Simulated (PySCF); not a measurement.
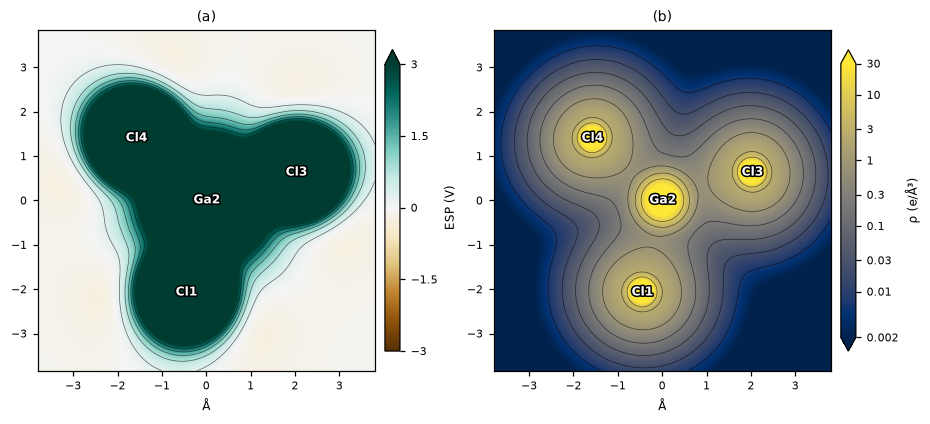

Figure 1: Cl3Ga (SMILES [Cl][Ga]([Cl])[Cl]). (a) molecular electrostatic potential; (b) total electron density on the molecular plane.

Geometry: PBE0-D3(BJ)/def2-SVP.

Method: DFT single point, gas phase, functional wB97X in PySCF 2.14.0, density-fitted response routines.

Q: What does the map show?

A: The plane passes through Cl and Ga nuclei.
Ga–Cl (2.12 Å): ρ at the midpoint is about 0.77 e/Å³.
The potential has no marked negative region in this plane.
